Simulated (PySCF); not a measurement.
**r2SCAN/STO-3G run of SiHClO (SMILES O[Si]Cl)**

Aim: the vertical singlet–triplet gap of SiHClO at r2SCAN/STO-3G, from 2 runs. 

The results are computed with PySCF 2.14.0.

31 further runs of the same task are left out: 14 that didn't finish, 17 set aside as unsound or not needed.

## 1. The system as given

SiHClO: 4 atoms, total charge 0, spin state singlet. As SMILES, `O[Si]Cl`. The shape is that of a PBE0-D4/def2-TZVP optimisation.

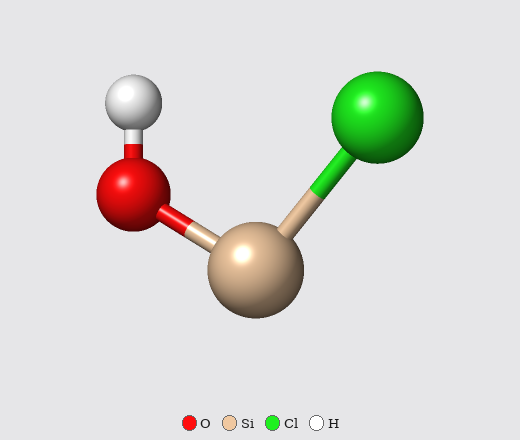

The structure, seen from a chosen angle (oxygen red, silicon light orange, chlorine green, hydrogen white).

## 2. A single-point energy at r2SCAN/STO-3G

job.py

```python
from pyscf import gto, dft

mol = gto.M(
    atom='''
O     -1.723052     0.850755    -0.583358
Si    -0.820519    -1.492317     1.222653
Cl     3.141292    -1.324698     0.796331
H     -0.492841     1.852687    -1.473986
''',
    basis='sto-3g',
    charge=0,
    verbose=3,
    unit='bohr',
    max_memory=1860,
)

mf = dft.RKS(mol, xc='r2scan')
mf.conv_tol = 1e-10
mf.grids.level = 5
mf.kernel()
if not mf.converged:
    mf = mf.newton().run(mf.mo_coeff, mf.mo_occ)

etot = mf.e_tot
print('E = %.10f Eh' % etot)
```

The run is started by

```
$ OMP_NUM_THREADS=1 python job.py
```

The program printed:

```text
converged SCF energy = -816.08430598689
E = -816.0843059869 Eh
```

It took 3.9 s on 1 thread of Intel Xeon Platinum 8488C (Sapphire Rapids), shared host; peak memory 0.22 GiB.

## 3. The triplet, same level

job.py

```python
from pyscf import gto, dft

mol = gto.Mole()
mol.atom = '''
O     -1.723052     0.850755    -0.583358
Si    -0.820519    -1.492317     1.222653
Cl     3.141292    -1.324698     0.796331
H     -0.492841     1.852687    -1.473986
'''
mol.unit = 'bohr'
mol.verbose = 3
mol.spin = 2
mol.basis = 'sto-3g'
mol.max_memory = 1860
mol.charge = 0
mol.build()

myscf = dft.UKS(mol)
myscf.xc = 'r2scan'
myscf.conv_tol = 1e-10
myscf.grids.level = 5
myscf.kernel()
if not myscf.converged:
    myscf = myscf.newton().run(myscf.mo_coeff, myscf.mo_occ)

etot = myscf.e_tot
print('E(%s) = %.9f' % ('R2SCAN', etot))
```

The run is started by

```
$ OMP_NUM_THREADS=1 python job.py
```

The program printed:

```text
WARN: HOMO -0.0505736209580276 >= LUMO -0.26162191905602

WARN: HOMO 0.115038422256286 >= LUMO 0.00885301050083964

WARN: HOMO 0.00573186366893252 >= LUMO -0.0800283804645281

WARN: HOMO 0.0232352697862412 >= LUMO -0.0816539274818399

WARN: HOMO 0.00761114522310219 >= LUMO -0.0905398781187789

WARN: HOMO 0.00936253363980905 >= LUMO -0.0876895768733882

WARN: HOMO 0.00915955113740508 >= LUMO -0.0875021908969113

WARN: HOMO 0.00915804808142662 >= LUMO -0.0874666921655924

WARN: HOMO 0.00916332737849751 >= LUMO -0.0874734255927738

WARN: HOMO 0.00916394631952933 >= LUMO -0.0874747583896355

WARN: HOMO 0.0091638712734789 >= LUMO -0.0874746301388723

converged SCF energy = -815.942930511885  <S^2> = 2.0012058  2S+1 = 3.0008037
E(R2SCAN) = -815.942930512
```

Wall time 6.9 s (1 thread of Intel Xeon Platinum 8488C (Sapphire Rapids), shared host); peak memory 0.24 GiB.

## 4. Outcome

At r2SCAN/STO-3G:

| quantity | value |
| --- | --- |
| singlet: total energy | -816.08431 Eh |
| singlet: dipole moment | 2.22 D |
| singlet: HOMO energy | -3.81 eV |
| singlet: LUMO energy | 1.00 eV |
| singlet: HOMO–LUMO gap | 4.81 eV |
| triplet: total energy | -815.94293 Eh |
| triplet: dipole moment | 2.22 D |
| triplet: HOMO energy (highest over α and β) | 0.25 eV |
| triplet: ⟨S²⟩ | 2.001 |
| vertical energy of the triplet above the singlet | 3.847 eV |

What this shows: At this shape the triplet lies 3.85 eV (89 kcal/mol) above the singlet. In a minimal basis such a difference can be off by several eV, whatever the method. Mulliken charges (singlet) run from -0.41 on Cl3 to +0.57 on Si2; they depend strongly on the basis.
